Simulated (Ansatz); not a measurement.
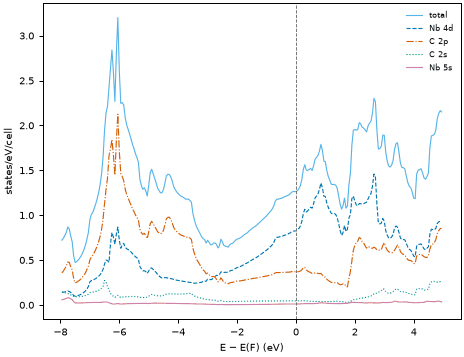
Fig. 1. Total and projected density of states of NbC₂ (MoSi2 or CaC2 type, space group No. 139), the program Ansatz at the PBE level (PAW)

### Question
Which orbitals carry the states next to the Fermi level?

### Answer
Within 0.5 eV of the Fermi level: Nb 4d 67 %, C 2p 28 %. Projections are on Löwdin-orthogonalised atomic valence shells; empty p or d shells of many metals are not among them.

### Question
Where is the tallest occupied peak in this window, and what makes it?

### Answer
Near -6.0 eV, about 3.2 states/eV per cell; the largest projected share is C 2p.

Space group I4/mmm (MoSi2 or CaC2 type). The start of the workflow was typed in or built on a structure type; neither database checked (COD, Materials Project) lists it. Its standing as an ambient phase is unchecked. The PBE relaxation kept the symmetry of its start; its stability against distortions is not shown here. No spin polarisation was allowed. The volume moved by -28 % from the start of the relaxation. Its formation energy is positive at this level, so the cell may be metastable or incomplete. Scalar-relativistic: spin–orbit coupling is off unless named, which matters more the heavier the elements.

Potentials: the earlier of the program's two PAW sets.
